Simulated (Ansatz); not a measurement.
**AlSiH3 (triplet): one geometry, many settings at distance Al1–H4 along a hydrogen transfer = 2.068 Å**

Aim: run AlSiH3 (triplet) at one geometry under a spread of methods and options, and see what each costs and gives.

Method: the settings change from run to run; program: Ansatz 0.2.0, Gaussian basis.

16 further runs of the same task are left out: 7 for a known fault of the program, 2 for a mislabelled method, 6 that didn't finish, 1 set aside as unsound or not needed.

### Step 1. The system

The geometry derives from fragments relaxed apart (PBE0/def2-TZVP) and kept rigid, so it is no stationary point. A hydrogen atom is moved between rigid fragments.

5 atoms, charge 0, spin multiplicity 3.

Atoms are counted from 1 here; the program's logs count them from 0.

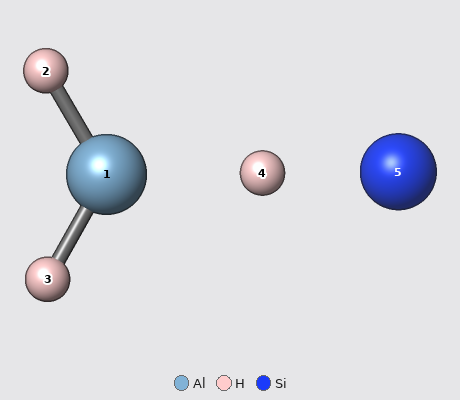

The geometry (aluminium light blue, hydrogen pink, silicon blue); atoms are numbered from 1 in the order of the file.

As a file:

```xyz
5

Al   -1.8794    0.0000    0.0000
H    -2.6723    1.3734    0.0000
H    -2.6723   -1.3734    0.0000
H     0.1886    0.0000    0.0000
Si    1.9906    0.0000    0.0000
```

### Step 2. NEVPT2(4,4)/cc-pVDZ

File in.yaml:

```yaml
crystal:
  periodic: [false, false, false]
  atoms:
    - {symbol: Al, position_ang: [-1.879416, 0.000000, 0.000000]}
    - {symbol: H, position_ang: [-2.672339, 1.373384, 0.000000]}
    - {symbol: H, position_ang: [-2.672339, -1.373384, 0.000000]}
    - {symbol: H, position_ang: [0.188584, 0.000000, 0.000000]}
    - {symbol: Si, position_ang: [1.990584, 0.000000, 0.000000]}
basis:
  gaussian: {orbitals: cc-pVDZ}
magnetization: {spin_polarized: false, initial_magnetization: 2}
hamiltonian: {pseudopotentials: {relativity: none}}
correlation: {method: sc_nevpt2, electrons: outside_noble_gas, active_space: {window: {electrons: 4, orbitals: 4}}}
accuracy: high
```

Started as:

```bash
$ ansatz run in.yaml --threads 1 --pin off --events-out ev --progress --plain --max-ram 2393MiB
```

Log:

```text
Functional definition: HF
  name "HF"
  cite "Fock, Z. Phys. 61, 126 (1930) doi:10.1007/BF01340294"
  parent pbe
  exchange = exact_x
  correlation = 0
1055 factors; integrals over basis functions are off by at most 3.3e-9 eV
mean field evaluation 1: about -14487.8659 eV, gradient 1.0e1 eV
mean field evaluation 2: about -14487.8689 eV, gradient 1.0e1 eV
mean field evaluation 4: about -14488.7710 eV, gradient 6.8e-1 eV
mean field evaluation 8: about -14488.7773 eV, gradient 3.1e-3 eV
mean field evaluation 16: about -14487.9554 eV, gradient 1.1e0 eV
mean field evaluation 32: about -14487.9515 eV, gradient 1.5e-3 eV
mean field evaluation 64: about -14487.9743 eV, gradient 5.3e-3 eV
mean field evaluation 96: about -14487.9515 eV, gradient 1.6e-8 eV
mean field -14488.77726447 eV, -532.4527436232 hartree, gradient 6.9e-8 eV, S^2 2.000000; 13 other end points of the search recorded, 0 dependent functions left out
reference -14488.77726447 eV, -532.4527436232 hartree; 16, 14 occupied and 35, 37 virtual orbitals, 1055 factors
state -14489.24614435 eV, -532.4699746410 hartree
state -14489.24614435 eV, -532.4699746410 hartree; corrected -14492.50070410 eV, -532.5895775058 hartree
Total energy: -14492.50070410 eV, -532.5895775058 hartree
```

Run time: 9 s. Hardware: 1 thread of Intel Xeon Platinum 8488C, shared host.

From the report: 10 determinants; active occupations 1.96, 1.00, 1.00, 0.04.

### Step 3. MP2 on ROHF/cc-pVDZ

Edit in.yaml of step 2 so:

```diff
@@ -11,4 +11,2 @@
 magnetization: {spin_polarized: false, initial_magnetization: 2}
-hamiltonian: {pseudopotentials: {relativity: none}}
-correlation: {method: sc_nevpt2, electrons: outside_noble_gas, active_space: {window: {electrons: 4, orbitals: 4}}}
-accuracy: high
+correlation: {method: mp2, electrons: outside_noble_gas}
```

Launched as before.

Log, shortened:

```text
Functional definition: HF
  name "HF"
  cite "Fock, Z. Phys. 61, 126 (1930) doi:10.1007/BF01340294"
  parent pbe
[...]
495 factors; integrals over basis functions are off by at most 1.9e-3 eV
[...]
mean field -14488.77721930 eV, -532.4527419632 hartree, gradient 2.1e-6 eV, S^2 2.000000; 11 other end points of the search recorded, 0 dependent functions left out
[...]
10 core orbitals not correlated: weight in the atoms' cores, before any rotation towards them, 1.000 or more for the frozen orbitals, at most 0.000 for the correlated occupied ones
reference -14488.77721930 eV, -532.4527419632 hartree; 6, 4 occupied and 35, 37 virtual orbitals, 495 factors
second order -3.65477481 eV of doubles, -0.07370278 eV of singles
Total energy: -14492.50569688 eV, -532.5897609873 hartree
```

It took 3.7 s on 1 thread of Intel Xeon Platinum 8488C, shared host.

### Step 4. NEVPT4(SD)(2,5)/6-31G

Edit in.yaml of step 3 so:

```diff
@@ -9,4 +9,4 @@
 basis:
-  gaussian: {orbitals: cc-pVDZ}
+  gaussian: {orbitals: 6-31G}
 magnetization: {spin_polarized: false, initial_magnetization: 2}
-correlation: {method: mp2, electrons: outside_noble_gas}
+correlation: {method: fic_nevpt4_sd, electrons: outside_noble_gas, active_space: {window: {electrons: 2, orbitals: 5}, states: [{multiplicity: 3, weights: [0.5, 1, 0.5, 0.5]}], root: 0}}
```

Launched as before.

Log, shortened:

```text
Functional definition: HF
  name "HF"
  cite "Fock, Z. Phys. 61, 126 (1930) doi:10.1007/BF01340294"
  parent pbe
[...]
668 factors; integrals over basis functions are off by at most 1.7e-7 eV
[...]
mean field -14487.15584956 eV, -532.3931577243 hartree, gradient 3.3e-6 eV, S^2 2.000000; 13 other end points of the search recorded, 0 dependent functions left out
reference -14487.15584956 eV, -532.3931577243 hartree; 16, 14 occupied and 16, 18 virtual orbitals, 668 factors
state -14486.71604373 eV, -532.3769951582 hartree
state -14486.28481907 eV, -532.3611479442 hartree
state -14486.25138107 eV, -532.3599191204 hartree
state -14485.07683375 eV, -532.3167553025 hartree
state -14486.71604373 eV, -532.3769951582 hartree; corrected -14489.67210475 eV, -532.4856283969 hartree
state -14486.28481907 eV, -532.3611479442 hartree; corrected -14488.94194282 eV, -532.4587954412 hartree
state -14486.25138107 eV, -532.3599191204 hartree; corrected -14488.89779682 eV, -532.4571731056 hartree
state -14485.07683375 eV, -532.3167553025 hartree; corrected -14488.13198810 eV, -532.4290301541 hartree
Total energy: -14489.67210475 eV, -532.4856283969 hartree
```

Run time: 4.1 s. Hardware: 1 thread of Intel Xeon Platinum 8488C, shared host.

From the report: 6 determinants; active occupations (of the averaged states) 0.80, 0.60, 0.40, 0.20, 0.00.

### Step 5. CCSDT(Q)/B on UHF/6-31G

Edit in.yaml of step 4 so:

```diff
@@ -10,3 +10,3 @@
   gaussian: {orbitals: 6-31G}
-magnetization: {spin_polarized: false, initial_magnetization: 2}
-correlation: {method: fic_nevpt4_sd, electrons: outside_noble_gas, active_space: {window: {electrons: 2, orbitals: 5}, states: [{multiplicity: 3, weights: [0.5, 1, 0.5, 0.5]}], root: 0}}
+magnetization: {spin_polarized: true, initial_magnetization: 2}
+correlation: {method: ccsdt_q_b, electrons: outside_noble_gas}
```

Same command.

Log, shortened:

```text
Functional definition: HF
  name "HF"
  cite "Fock, Z. Phys. 61, 126 (1930) doi:10.1007/BF01340294"
  parent pbe
[...]
668 factors; integrals over basis functions are off by at most 1.7e-7 eV
[...]
mean field -14487.21216229 eV, -532.3952271792 hartree, gradient 2.3e-6 eV, S^2 2.015433; 15 other end points of the search recorded, 0 dependent functions left out
determinant -14487.21216229 eV, -532.3952271792 hartree, with singles and doubles -14489.72648552 eV, -532.4876268534 hartree
determinant -14486.49353938 eV, -532.3688182741 hartree, with singles and doubles -14489.03216968 eV, -532.4621112170 hartree
determinant -14486.47049745 eV, -532.3679714990 hartree, with singles and doubles -14489.00658531 eV, -532.4611710087 hartree
determinant -14485.55303964 eV, -532.3342555464 hartree, with singles and doubles -14488.25929740 eV, -532.4337086845 hartree
determinant -14483.93470068 eV, -532.2747826865 hartree, with singles and doubles -14486.34723313 eV, -532.3634416188 hartree
10 core orbitals not correlated: weight in the atoms' cores, before any rotation towards them, 1.000 or more for the frozen orbitals, at most 0.000 for the correlated occupied ones
reference -14487.21216229 eV, -532.3952271792 hartree; 6, 4 occupied and 16, 18 virtual orbitals, 668 factors
second order -1.75210691 eV of doubles, -0.00000000 eV of singles
cycle   1  -2.22333427 eV  change   -4.7e-1 eV  update   7.4e-2
[...]
cycle  20  -2.58844611 eV  change   -1.1e-6 eV  update   7.8e-7
perturbative correction -0.00232261 eV, -0.0000853542 hartree
Total energy: -14489.80293101 eV, -532.4904361735 hartree
```

Run time: 10 s. Hardware: 1 thread of Intel Xeon Platinum 8488C, shared host.

From the report: ⟨S²⟩ of the determinant 2.015 (pure triplet: 2.00); correlation -2.5908 eV; T1 0.027; largest double amplitude 0.11.

### Step 6. CCSD on UHF/cc-pVDZ

Edit in.yaml of step 5 so:

```diff
@@ -9,4 +9,5 @@
 basis:
-  gaussian: {orbitals: 6-31G}
+  gaussian: {orbitals: cc-pVDZ, fitting: {mean_field: def2-universal-jkfit}}
 magnetization: {spin_polarized: true, initial_magnetization: 2}
-correlation: {method: ccsdt_q_b, electrons: outside_noble_gas}
+correlation: {method: ccsd, electrons: outside_noble_gas}
+output: {forces: true}
```

Launched as before.

Log, shortened:

```text
Functional definition: HF
  name "HF"
  cite "Fock, Z. Phys. 61, 126 (1930) doi:10.1007/BF01340294"
  parent pbe
[...]
310 factors; integrals over basis functions are off by at most 4.1e-1 eV
[...]
mean field -14488.91246434 eV, -532.4577121269 hartree, gradient 1.2e-6 eV, S^2 2.024914; 15 other end points of the search recorded, 0 dependent functions left out
determinant -14488.91246434 eV, -532.4577121269 hartree, with singles and doubles -14493.64163198 eV, -532.6315058320 hartree
determinant -14488.22518222 eV, -532.4324549747 hartree, with singles and doubles -14492.98430873 eV, -532.6073496483 hartree
determinant -14488.20468778 eV, -532.4317018180 hartree, with singles and doubles -14492.96279545 eV, -532.6065590499 hartree
determinant -14487.24186269 eV, -532.3963186487 hartree, with singles and doubles -14492.03563115 eV, -532.5724863903 hartree
[...]
reference -14488.91246434 eV, -532.4577121269 hartree; 6, 4 occupied and 35, 37 virtual orbitals, 310 factors
second order -3.57888107 eV of doubles, -0.00000000 eV of singles
cycle   1  -4.72874093 eV  change    4.3e-4 eV  update   1.8e-3
[...]
cycle  12  -4.72892908 eV  change    5.7e-8 eV  update   3.3e-7
[...]
Total energy: -14493.64139342 eV, -532.6314970650 hartree
Atom 0 at    -1.879416     0.000000     0.000000 Å, force     1.710571     0.000000    -0.000000 eV/Å
Atom 1 at    -2.672339     1.373384     0.000000 Å, force     0.321190     0.022332    -0.000000 eV/Å
Atom 2 at    -2.672339    -1.373384     0.000000 Å, force     0.321190    -0.022333     0.000000 eV/Å
Atom 3 at     0.188584     0.000000     0.000000 Å, force    -2.156872     0.000000     0.000000 eV/Å
Atom 4 at     1.990584     0.000000     0.000000 Å, force    -0.196079    -0.000000    -0.000000 eV/Å
Dipole moment:    -0.868211    -0.000000     0.000000 e Å
```

It took 11 s on 1 thread of Intel Xeon Platinum 8488C, shared host.

From the report: ⟨S²⟩ of the determinant 2.025 (pure triplet: 2.00); correlation -4.7289 eV; T1 0.023; largest double amplitude 0.09.

### Step 7. All runs side by side

Where basis and cores are those of an earlier UCCSDT(Q)/cc-pVDZ run (-14493.8009 eV), and the state is the same kind, the miss against it is given.

```csv
level,correlated,functions,energy (eV),from UCCSDT(Q) (meV),time
"NEVPT2(4,4)/cc-pVDZ",outside noble gas,51,-14492.5007,,9 s
MP2 on ROHF/cc-pVDZ,outside noble gas,51,-14492.5057,1295.2,3.7 s
"NEVPT4(SD)(2,5)/6-31G (lowest root of an average)",outside noble gas,32,-14489.6721,,4.1 s
CCSDT(Q)/B on UHF/6-31G,outside noble gas,32,-14489.8029,,10 s
CCSD on UHF/cc-pVDZ,outside noble gas,51,-14493.6414,159.5,11 s
```

### Step 8. Summary of results

| quantity | value |
| --- | --- |
| runs | 5 |
| quickest | MP2 on ROHF/cc-pVDZ, 3.7 s |
| slowest | CCSD on UHF/cc-pVDZ, 11 s |

What this shows: Total energies in different bases, with other cores or another treatment of relativity can't be set against each other. CCSD on UHF/cc-pVDZ took 3 times as long as MP2 on ROHF/cc-pVDZ; the jobs differ in more than the method. Among the correlated runs with a miss given, it spans +159 to +1295 meV.
